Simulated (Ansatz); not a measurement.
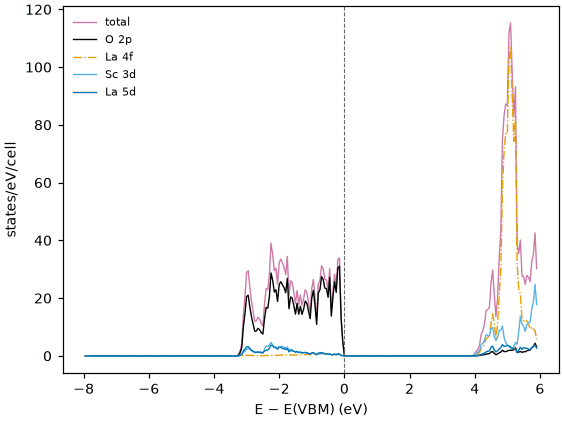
Figure. Total and projected density of states of LaScO3 in space group Pnma (No. 62; La on 4c, O on 8d, Sc on 4b, O on 4c), the program Ansatz at the PBE level (PAW)

Question: Which orbitals carry the states next to the gap?

Answer: Top 1 eV of the valence band: O 2p 89 %. Bottom 1 eV of the conduction band: La 4f 62 %, Sc 3d 26 %, La 5d 7 %. Projections are on Löwdin-orthogonalised atomic valence shells; empty p or d shells of many metals are not among them.

Question: Where is the tallest occupied peak in this window, and what makes it?

Answer: Near -2.2 eV, about 39 states/eV per cell; the largest projected share is O 2p.

The PBE relaxation kept the symmetry of its start. The run is not spin-polarised. Scalar-relativistic: spin–orbit coupling is off unless named, which matters more the heavier the elements.

Potentials: the later of the program's two PAW sets.
